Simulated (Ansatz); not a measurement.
# Calculations on C₃H₈S₂

### Relaxation

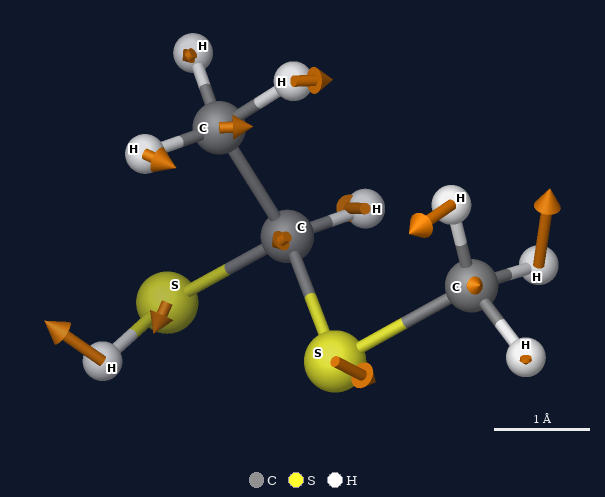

A relaxation of C3H8S2. The starting structure is drawn; orange arrows show the displacements, 3 times their true length. The two geometries are superimposed by the best rigid fit.

A ball-and-stick model, seen at a tilt.

The run prepares an end point of a later path (torsion) calculation, from a guessed geometry.

The calculation used RKS PBE/def2-SVP in Ansatz. Set-up: no spin polarisation; force threshold 0.015 eV/Å; at most 40 steps.

Question: Which element moves most?

Answer: Hydrogen: up to 0.34 Å, against 0.24 Å for sulfur.

Question: What happened in the run?

Answer: The energy falls by 55.0 kJ/mol in 7 geometry steps. The largest force component goes from 4.1 to 0.014 eV/Å. The largest move after the best rigid fit is that of an H atom, 0.34 Å. Largest moves by element: H 0.34 Å, S 0.24 Å, C 0.12 Å. Some distances before and after: C–H 1.031 → 1.112 Å, C–S 1.775 → 1.826 Å, H–S 1.319 → 1.365 Å, C–H 1.066 → 1.109 Å. Among the angles between lasting bonds that change: C–C–S 105.1° → 113.0°, C–C–H 116.5° → 110.6°, S–C–H 108.5° → 103.2°. Cost: 11 s on 2 threads of Intel(R) Xeon(R) 6975P-C (Granite Rapids), on a shared host, peak memory 0.18 GiB.

### Relaxation

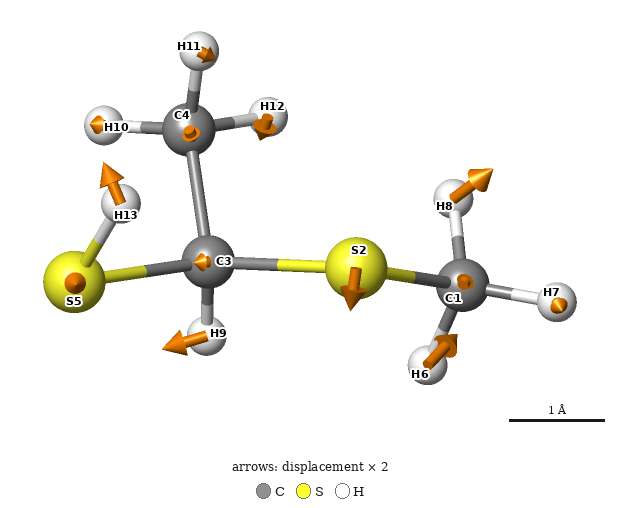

A relaxation of C₃H₈S₂. The starting structure is drawn; orange arrows show the displacements, 2 times their true length. The two geometries are superimposed by the best rigid fit.

A ball-and-stick model, seen from a free direction.

The run prepares an end point of a later path (torsion) calculation, from a guessed geometry.

The calculation used Ansatz 0.2.0, RKS PBE/def2-SVP. Settings: no spin polarisation; force threshold 0.015 eV/Å; at most 40 steps.

Describe the change and its energy.

The energy falls by 14.1 kcal/mol in 8 accepted moves (9 points after the start). Largest force component: 3.8 eV/Å at the start, 0.0031 eV/Å at the end. The line search rejected the trial step at point 5 of the run. The forces were under the threshold at step 6, but the run went on from there. The largest moves after the best rigid fit, 0.31 Å, are those of H6 and H8. By element the largest moves are H 0.31 Å, S 0.23 Å, C 0.09 Å. Some distances before and after: C3–H9 1.031 → 1.112 Å, C1–H7 1.046 → 1.108 Å, C1–S2 1.775 → 1.825 Å, S5–H13 1.319 → 1.365 Å. Among the angles between lasting bonds that change: S2–C1–H7 114.0° → 105.9°, C4–C3–S5 105.1° → 113.0°, H6–C1–H8 103.3° → 109.8°. Cost: 13 s on 2 threads of Intel(R) Xeon(R) 6975P-C (Granite Rapids), on a shared host, peak memory 0.18 GiB.

### Path

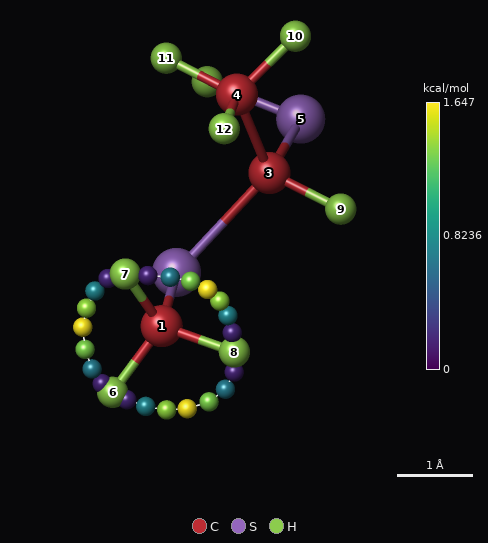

A nudged-elastic-band calculation for C$_{3}$H$_{8}$S$_{2}$. Images are numbered from 0 (start) to 8 (end). The start is drawn whole; smaller spheres mark the moving atoms (H) in the later images, joined by lines and coloured by the energy of the image relative to the start. The picture is a ball-and-stick view, seen from a free direction.

Computed with RKS PBE/def2-SVP in Ansatz 0.2.0.

The input:
```yaml
crystal:
  periodic: [false, false, false]
  atoms:
    - { symbol: C, position_ang: [-1.628105, 0.654131, 1.104633] }
    - { symbol: S, position_ang: [-0.042875, 1.385772, 0.571001] }
    - { symbol: C, position_ang: [0.466467, 0.23992, -0.779709] }
    - { symbol: C, position_ang: [0.632127, -1.212191, -0.345841] }
    - { symbol: S, position_ang: [1.990008, 0.944178, -1.524355] }
    - { symbol: H, position_ang: [-2.051652, 1.358693, 1.847295] }
    - { symbol: H, position_ang: [-1.503781, -0.33425, 1.592063] }
    - { symbol: H, position_ang: [-2.342172, 0.569246, 0.259245] }
    - { symbol: H, position_ang: [-0.278427, 0.320438, -1.601942] }
    - { symbol: H, position_ang: [0.969145, -1.833066, -1.200645] }
    - { symbol: H, position_ang: [1.381355, -1.293387, 0.467991] }
    - { symbol: H, position_ang: [-0.325279, -1.632382, 0.02744] }
    - { symbol: H, position_ang: [2.75369, 0.798396, -0.402375] }
basis:
  gaussian: { orbitals: def2-SVP }
hamiltonian:
  xc: pbe
neb:
  order_check: false
  images: 7
  f_tol: 0.05
  max_iterations: 60
  initial_path: idpp
  final_atoms:
    - { symbol: C, position_ang: [-1.57938542, 0.60962112, 1.19732916] }
    - { symbol: S, position_ang: [0.04653148, 1.30205726, 0.74139629] }
    - { symbol: C, position_ang: [0.47890515, 0.30681803, -0.74836485] }
    - { symbol: C, position_ang: [0.552326, -1.19639562, -0.50400265] }
    - { symbol: S, position_ang: [2.04315083, 1.00277265, -1.41354328] }
    - { symbol: H, position_ang: [-2.30007163, 0.67620874, 0.35638659] }
    - { symbol: H, position_ang: [-1.95550293, 1.24018506, 2.02676788] }
    - { symbol: H, position_ang: [-1.51596604, -0.43754024, 1.55575224] }
    - { symbol: H, position_ang: [-0.26081187, 0.53824749, -1.54620627] }
    - { symbol: H, position_ang: [0.8479914, -1.72274428, -1.43409929] }
    - { symbol: H, position_ang: [1.29600844, -1.42713226, 0.28564881] }
    - { symbol: H, position_ang: [-0.42910105, -1.59994347, -0.1784699] }
    - { symbol: H, position_ang: [2.79642665, 0.67334354, -0.32379373] }
```

Command:
```bash
ansatz run input.yaml --threads 2 --pin off --max-ram 3072MiB --backend cpu --events-out ev --progress --plain --runs-dir out
```

What moves, how far, and at what cost in energy?

The motion is a rotation about the C–S bond by about 120°. No bond forms or breaks between the ends. Bond angles that change up to the highest image, for instance: S–C–H 105.8° → 110.1°, S–C–H 112.8° → 110.1°. The two ends have the same energy, and the highest point, image 4, lies 1.65 kcal/mol above the start. The band is converged.

Cost: 51 s on 2 threads of Intel(R) Xeon(R) 6975P-C (Granite Rapids), on a shared host, peak memory 0.18 GiB.
